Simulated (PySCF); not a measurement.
# OF2 (oxygen difluoride) at SVWN5/cc-pVTZ

What is the vertical ionisation energy of OF2 (oxygen difluoride) at SVWN5/cc-pVTZ? The job is set up through a Python script.

The results are computed with PySCF 2.14.0.

1 further run of the same task is left out (set aside as unsound or not needed).

**1. Starting point**

The species is OF2 (3 atoms), meant as a singlet with charge 0. SMILES: `FOF`. The coordinates come from a GFN2-xTB relaxation.

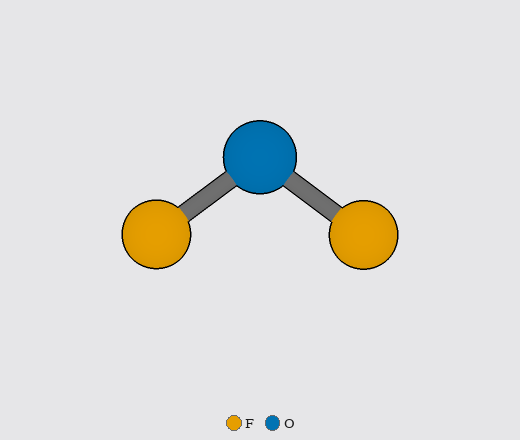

The structure, seen from a chosen angle (fluorine amber, oxygen blue).

**2. The energy at SVWN5/cc-pVTZ**

The input, calc.py:

```python
from pyscf import gto, dft

mol = gto.M(
    atom=[
    ('F', (0.956190, -0.330530, 0.490900)),
    ('O', (0.000730, 0.544900, 0.060070)),
    ('F', (-0.956920, -0.214370, -0.550970)),
],
    verbose=4,
    charge=0,
    max_memory=1860,
    basis='cc-pvtz',
)

mf = dft.RKS(mol, xc='svwn')
mf.conv_tol = 1e-10
mf.grids.level = 5
mf.kernel()
if not mf.converged:
    mf = mf.newton().run(mf.mo_coeff, mf.mo_occ)

etot = mf.e_tot
print('E = %.10f Eh' % etot)
```

Run with:

```sh
$ OMP_NUM_THREADS=1 python calc.py
```

Log:

```text
PySCF version 2.14.0

[INPUT] num. atoms = 3
[INPUT] num. electrons = 26
[INPUT] charge = 0
[INPUT] spin (= nelec alpha-beta = 2S) = 0
[INPUT] symmetry False subgroup None
[INPUT] Mole.unit = angstrom
[INPUT] Symbol           X                Y                Z      unit          X                Y                Z       unit  Magmom
[INPUT]  1 F      0.956190000000  -0.330530000000   0.490900000000 AA    1.806937223048  -0.624611175952   0.927666554549 Bohr   0.0
[INPUT]  2 O      0.000730000000   0.544900000000   0.060070000000 AA    0.001379500071   1.029711765276   0.113515848303 Bohr   0.0
[INPUT]  3 F     -0.956920000000  -0.214370000000  -0.550970000000 AA   -1.808316723119  -0.405100589323  -1.041182402852 Bohr   0.0

nuclear repulsion = 75.4333872868266
number of shells = 27
number of NR pGTOs = 126
number of NR cGTOs = 90
basis = cc-pvtz
ecp = {}

******** <class 'pyscf.dft.rks.RKS'> ********
method = RKS
initial guess = minao
damping factor = 0
level_shift factor = 0
DIIS = <class 'pyscf.scf.diis.CDIIS'>
diis_start_cycle = 1
diis_space = 8
diis_damp = 0
SCF conv_tol = 1e-10
SCF conv_tol_grad = None
SCF max_cycles = 50
direct_scf = True
direct_scf_tol = 1e-13
XC library pyscf.dft.libxc version 7.0.0
    S. Lehtola, C. Steigemann, M. J.T. Oliveira, and M. A.L. Marques.,  SoftwareX 7, 1–5 (2018)
XC functionals = svwn
    P. A. M. Dirac.,  Math. Proc. Cambridge Philos. Soc. 26, 376 (1930)
    F. Bloch.,  Z. Phys. 57, 545 (1929)
    S. H. Vosko, L. Wilk, and M. Nusair.,  Can. J. Phys. 58, 1200 (1980)
radial grids:
    Treutler-Ahlrichs [JCP 102, 346 (1995); DOI:10.1063/1.469408] (M4) radial grids

becke partition: Becke, JCP 88, 2547 (1988); DOI:10.1063/1.454033
pruning grids: <function nwchem_prune>
grids dens level: 5
symmetrized grids: False
atomic radii adjust function: <function treutler_atomic_radii_adjust>
small_rho_cutoff = 0
Set gradient conv threshold to 1e-05
Initial guess from minao.
tot grids = 130736
init E= -273.337621066048
  HOMO = -0.283321220604202  LUMO = -0.0965083063445196  gap/eV = 5.08344
cycle= 1 E= -272.965991382194  delta_E= 0.372  |g|= 0.475  |ddm|= 1.54
  HOMO = -0.287395256112065  LUMO = -0.159917784250645  gap/eV = 3.46884
cycle= 2 E= -272.834545266354  delta_E= 0.131  |g|= 1.04  |ddm|= 0.507
  HOMO = -0.259650768915744  LUMO = -0.131817751078689  gap/eV = 3.47851
cycle= 3 E= -272.987227852374  delta_E= -0.153  |g|= 0.244  |ddm|= 0.465
  HOMO = -0.267443139784783  LUMO = -0.12910765878549  gap/eV = 3.76430
cycle= 4 E= -272.99670827637  delta_E= -0.00948  |g|= 0.0265  |ddm|= 0.125
  HOMO = -0.269964331550238  LUMO = -0.132379198350215  gap/eV = 3.74388
cycle= 5 E= -272.996801205113  delta_E= -9.29e-05  |g|= 0.00817  |ddm|= 0.0118
  HOMO = -0.268665901409651  LUMO = -0.131025837030693  gap/eV = 3.74538
cycle= 6 E= -272.996810798249  delta_E= -9.59e-06  |g|= 0.0018  |ddm|= 0.00454
  HOMO = -0.268696573566086  LUMO = -0.131080337341308  gap/eV = 3.74473
cycle= 7 E= -272.996810710051  delta_E= 8.82e-08  |g|= 0.00192  |ddm|= 0.00166
  HOMO = -0.268735216612148  LUMO = -0.131131027733442  gap/eV = 3.74440
cycle= 8 E= -272.996811300146  delta_E= -5.9e-07  |g|= 7.76e-05  |ddm|= 0.000912
  HOMO = -0.268730830592508  LUMO = -0.131127815667169  gap/eV = 3.74437
cycle= 9 E= -272.996811300984  delta_E= -8.39e-10  |g|= 5.45e-06  |ddm|= 4.21e-05
  HOMO = -0.268730472879005  LUMO = -0.131127486553122  gap/eV = 3.74437
cycle= 10 E= -272.996811300986  delta_E= -1.99e-12  |g|= 8.21e-07  |ddm|= 2.66e-06
  HOMO = -0.268730435782974  LUMO = -0.13112749408374  gap/eV = 3.74437
Extra cycle  E= -272.996811300987  delta_E= -9.09e-13  |g|= 1.53e-06  |ddm|= 1e-06
converged SCF energy = -272.996811300987
E = -272.9968113010 Eh
```

Wall time 5.1 s (1 thread of Arm Neoverse V2, shared host); peak memory 0.28 GiB.

**3. The doublet cation**

The input, run.py:

```python
from pyscf import gto, dft

molecule = gto.M(
    atom='F 0.956190 -0.330530 0.490900; O 0.000730 0.544900 0.060070; F -0.956920 -0.214370 -0.550970',
    charge=1,
    basis='cc-pvtz',
    verbose=3,
    max_memory=1860,
    spin=1,
)

calc0 = dft.UKS(molecule, xc='svwn')
calc0.grids.level = 5
calc0.conv_tol = 1e-10
calc0.kernel()
if not calc0.converged:
    calc0 = calc0.newton().run(calc0.mo_coeff, calc0.mo_occ)

e_final = calc0.e_tot
print(f'total energy: {e_final:.8f} hartree')
```

Run with:

```sh
$ OMP_NUM_THREADS=1 python run.py
```

Log:

```text
converged SCF energy = -272.533437179903  <S^2> = 0.75137963  2S+1 = 2.0013791
total energy: -272.53343718 hartree
```

It took 11 s on 1 thread of Arm Neoverse V2, shared host; peak memory 0.28 GiB.

**4. Outcome**

At SVWN5/cc-pVTZ:

```
                                          quantity          value
                         singlet OF2: total energy  -272.99681 Eh
                        singlet OF2: dipole moment         0.14 D
                          singlet OF2: HOMO energy       -7.31 eV
                          singlet OF2: LUMO energy       -3.57 eV
                        singlet OF2: HOMO–LUMO gap        3.74 eV
                      doublet cation: total energy  -272.53344 Eh
doublet cation: HOMO energy (highest over α and β)      -19.28 eV
 doublet cation: LUMO energy (lowest over α and β)      -17.93 eV
                              doublet cation: ⟨S²⟩          0.751
vertical ionisation energy (to the doublet cation)      12.609 eV
```

What this shows: The vertical ionisation energy comes to 12.61 eV (291 kcal/mol). −ε(HOMO) before ionisation, 7.31 eV, is 5.30 eV below this ionisation energy. Mulliken charges (singlet OF2) run from -0.05 on F3 to +0.10 on O2; they depend strongly on the basis.
